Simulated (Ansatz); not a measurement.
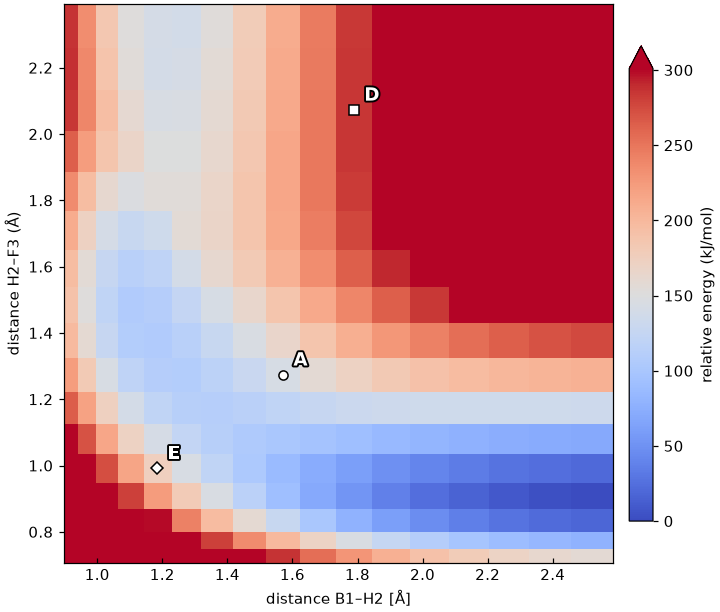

The system B + HF, spin multiplicity 2. The first coordinate is: distance B1–H2; the second: distance H2–F3. Nothing is relaxed (the angle B1–H2–F3 is fixed at 90 degrees). Grid: 17 × 17 points. Points are written as (first, second). Energies are in kJ/mol, from the lowest grid point. Energies and slopes of some neighbouring points disagree (a jump in structure or state, or too coarse a mesh). In part of the range the unrestricted reference is strongly spin-contaminated. All numbers below come from Ansatz 0.2.0, UHF/aug-cc-pVTZ.

In the figure: one coloured cell a grid point, one colour for all values above the top of the scale, lettered points.

Is A the lowest point of the computed grid?

No. A lies 143 kJ/mol above the lowest grid point, which is at (2.520 Å, 0.910 Å).

Rank the lettered points by energy, lowest first.

A (143 kJ/mol), E (175 kJ/mol), D (285 kJ/mol).
